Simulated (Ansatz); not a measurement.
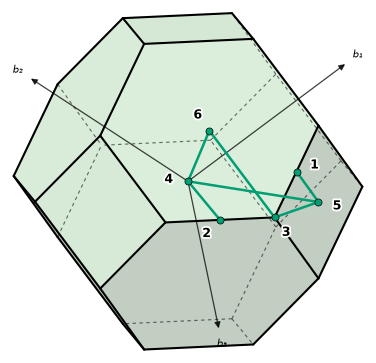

Crystal: Al, a calculation's input that goes back to an entry of the Crystallography Open Database (an earlier step may have relaxed or displaced it). The first Brillouin zone of a face-centred cubic lattice (cF; extended symbol cF2) is drawn with its special points numbered. Symmetry computed with spglib at a tolerance of 0.002 Å; standard conventional cell.

a = 4.048 Å, b = 4.048 Å, c = 4.048 Å, α = 90.00°, β = 90.00°, γ = 90.00°.

Labels and path follow the convention of Hinuma et al. (2017), as computed by seekpath; the arrows show the directions of the reciprocal primitive vectors b₁, b₂, b₃, in which coordinates are given.

### Which special point is each number?

```json
{"no.": "1", "label": "U", "coordinates": "(5/8, 1/4, 5/8)"}
{"no.": "2", "label": "K", "coordinates": "(3/8, 3/8, 3/4)"}
{"no.": "3", "label": "W", "coordinates": "(1/2, 1/4, 3/4)"}
{"no.": "4", "label": "Γ", "coordinates": "(0, 0, 0)"}
{"no.": "5", "label": "X", "coordinates": "(1/2, 0, 1/2)"}
{"no.": "6", "label": "L", "coordinates": "(1/2, 1/2, 1/2)"}
```
